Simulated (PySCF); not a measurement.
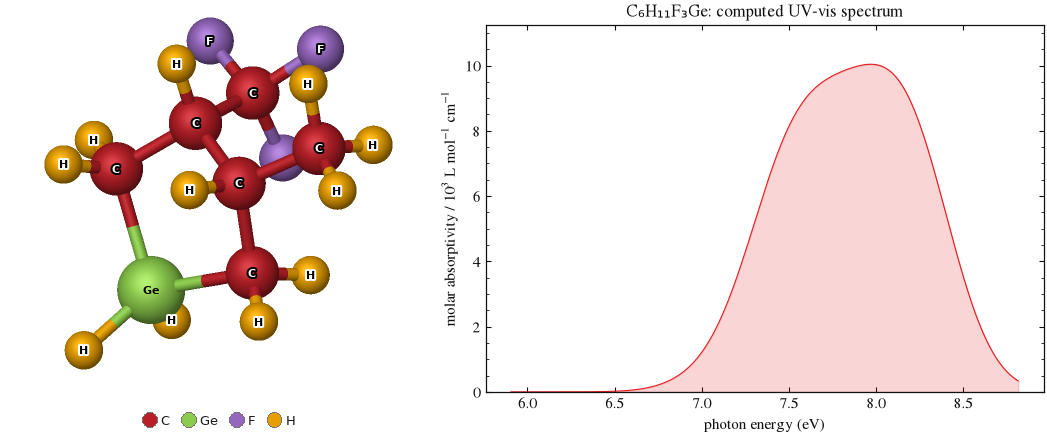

Computed absorption of C₆H₁₁F₃Ge, SMILES C[C@@H]1[CH2][GeH2][CH2][C@@H]1C(F)(F)F, singlet. Vertical TDDFT excitations, B3LYP/def2-SVPD with PySCF, at a PBE0-D3(BJ)/def2-SVP geometry (no frequency check), gas phase. Only the first 10 singlet excitations are included; each is broadened by a Gaussian of 1/e half-width 0.33 eV.

Q: Where is the lowest singlet, and is it bright?

A: S1 lies at 7.11 eV (174 nm) with f = 0.011, mainly HOMO → LUMO (97 %); it is weak.

Q: Which of the computed transitions is the brightest, and what character does the calculation give it?

A: S2 at 7.46 eV (166 nm), f = 0.104, mainly HOMO → LUMO+1 (91 %).

Q: Does any vertical transition fall in the visible?

A: No singlet lies below 3.1 eV (beyond 400 nm), so at this level no vertical transition falls in the visible.

Caveats: states above the negative HOMO energy depend on the basis; one conformer of a flexible molecule; core orbitals are frozen in the response.
